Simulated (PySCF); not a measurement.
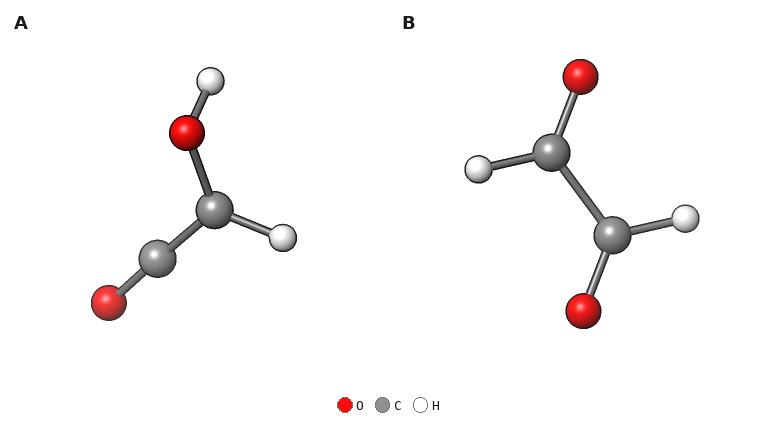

2 stationary structures of one formula. Geometries: PBE0-D3(BJ)/def2-SVP. Electronic energies: PBE0-D3(BJ)/def2-SVP (PySCF 2.14.0), without zero-point energy. No frequency run is at hand to confirm each as a minimum. Each is one conformer, not always the lowest.

Question: Which structure is the most stable?

Answer: B is lowest (C2h); A lies 0.590 eV above it (C1). A is `O=C=CO`, B is `O=CC=O`.
